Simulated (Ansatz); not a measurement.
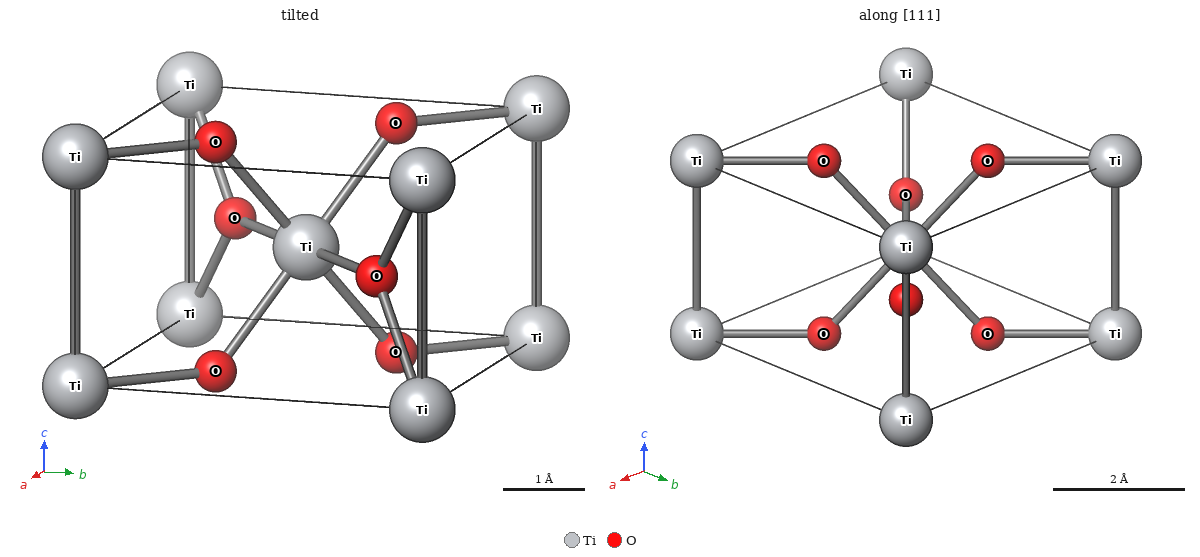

Drawn in the ball-and-stick manner and seen slightly off an axis and along [111]. The wireframe shows the conventional unit cell.

Characterise what is shown.

- The solid is TiO2.
- Its lattice is primitive tetragonal, its space group P4_2/mnm (No. 136).
- Prototype: rutile.
- It has 6 atoms to the cell (2 Ti, 4 O).
- With all contacts inside bonding distance counted, the coordination numbers are Ti 8 and O 3.

The structure comes from a structure listed in the Materials Project. A relaxation with DFT LDA, scalar-relativistic, plane waves, PAW (Ansatz) gave the geometry drawn.
